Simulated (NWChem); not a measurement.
# C2H3O2 (SMILES CC([O])=O): UHF/DGauss-DZVP

What is the electronic atomisation energy of C2H3O2 at UHF/DGauss-DZVP? 

The results are computed with NWChem 7.3.0.

1 further run of the same task is left out (it didn't finish).

### 1 The molecule

The species is C2H3O2 (7 atoms), meant as a doublet with charge 0. As SMILES, `CC([O])=O`. The coordinates come from a PBE0-D4/def2-TZVP relaxation.

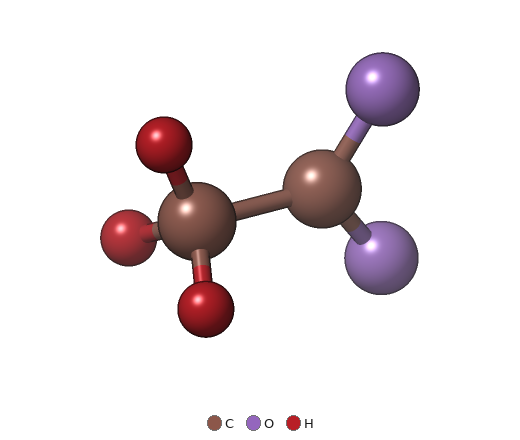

The structure, seen from a chosen angle (carbon brown, oxygen purple, hydrogen red).

### 2 The energy at UHF/DGauss-DZVP (run 1)

c2h3o2.nw

```
start c2h3o2
memory stack 880 mb heap 220 mb global 1100 mb
charge 0

geometry noautosym nocenter noautoz
C       -0.205800       0.612400      -0.181600
C        0.251400      -0.748200       0.190400
O        1.053300      -0.992800       1.119400
O       -0.108400      -1.799900      -0.380000
H       -0.923800       0.559300      -0.999400
H       -0.661900       1.090200       0.687400
H        0.656400       1.210900      -0.481900
end

basis spherical bse
* library DGauss-DZVP
end

scf
doublet
uhf
thresh 1e-08
maxiter 80
noprint "final vectors analysis"
end

task scf energy
```

The run is started by

```sh
$ nwchem c2h3o2.nw > c2h3o2.out
```

The program printed:

```text
[...]
  functions       =    62
[...]
  wavefunction    = UHF
[...]
         Total SCF energy =   -227.167614177973
      One electron energy =   -535.589701445503
      Two electron energy =    194.670192816857
 Nuclear repulsion energy =    113.751894450673
                       Sz =      0.5000
                 Sz(Sz+1) =      0.7500
                      S^2 =      0.7614
[...]
```

It took 45 s on 1 thread of Intel Xeon Platinum 8488C (Sapphire Rapids), shared host; peak memory 0.098 GiB.

### 3 The C atom (run 2)

c.nw

```
start c
memory total 2200 mb

geometry units angstrom noautosym nocenter noautoz
   C     0.000000    0.000000    0.000000
end

basis spherical bse
   * library DGauss-DZVP
end

scf
   nopen 2
   uhf
   thresh 1e-08
   maxiter 80
   noprint "final vectors analysis"
end

task scf energy
```

Run the same way, it converges to -37.68020 Eh (log not shown).

Run 3 isn't shown in full; the table further down has it.

### 4 The O atom at the same level (run 4)

sp.nw

```
start sp
title "O"
memory stack 880 mb heap 220 mb global 1100 mb
geometry noautosym nocenter noautoz
O        0.000000       0.000000       0.000000
end
basis spherical bse
* library DGauss-DZVP
end
scf
triplet
uhf
thresh 1e-08
maxiter 80
noprint "final vectors analysis"
end
task scf
```

Run the same way, it converges to -74.79205 Eh (log not shown).

### 5 The series

```csv
run,partner,energy (Eh),dipole moment (D),⟨S²⟩,wall time
1,base,-227.167614,4.15,0.761,45 s
2,atoms,-37.680200,0.00,2.006,1.1 s
3,atoms,-0.498199,–,0.750,0.99 s
4,atoms,-74.792049,0.00,2.007,1.2 s
```

### 6 Summary of results

At UHF/DGauss-DZVP:

| quantity | value |
| --- | --- |
| O atom: total energy | -74.79205 Eh |
| O atom: dipole moment | 0.00 D |
| O atom: ⟨S²⟩ | 2.007 |
| electronic atomisation energy | 19.824 eV |

In words: Taking the molecule apart into free atoms costs 19.82 eV (457 kcal/mol), before zero-point energy and without spin-orbit coupling. Hartree–Fock lacks the correlation of the bonding pairs, which as a rule makes this value much too low; in minimal bases other errors can mask that. All runs together took 48 s, the longest 45 s.
